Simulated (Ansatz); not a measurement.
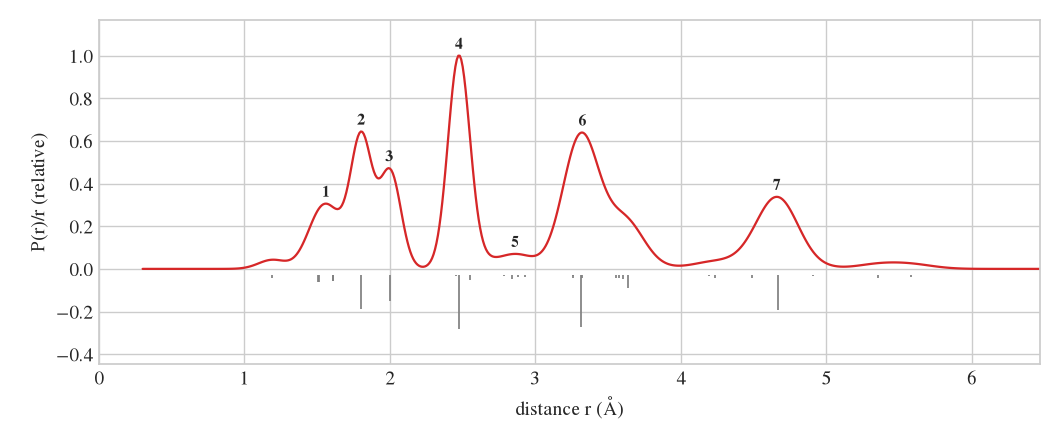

Simulated gas electron diffraction: radial distribution curve of AlBClH5Si. Each pair of atoms contributes with weight ZᵢZⱼ/r (bars below the curve); damping constant 0.0015 Å²; vibrational amplitudes assumed, not computed: 0.05 Å for bonds, 0.078 Å for bonds to H, 0.06 + 0.015 r up to 0.15 Å for other pairs. The geometry is the end point of an optimisation (RKS PBE0/6-31G in Ansatz 0.2.0); it may be a saddle point or a higher isomer. SMILES: [AlH2][SiH2]BCl.

**Read the positions of the numbered peaks and name the main pairs (– for bonds).**

Peak 1, 1.56 Å: Si–H 1.51 Å (×2), Al–H 1.61 Å (×2), not resolved
Peak 2, 1.80 Å: Cl–B 1.80 Å
Peak 3, 1.99 Å: Si–B 2.00 Å
Peak 4, 2.47 Å: Si–Al 2.47 Å, Cl···H 2.55 Å, not resolved
Peak 5, 2.86 Å: Si···H 2.84 Å, B···H 2.88–2.93 Å (×2), not resolved
Peak 6, 3.32 Å: Al···H 3.26–3.32 Å (×2), Cl···Si 3.32 Å, Si···H 3.55–3.57 Å (×2), not resolved; in its flanks Al···B 3.64 Å
Peak 7, 4.66 Å: Cl···Al 4.67 Å
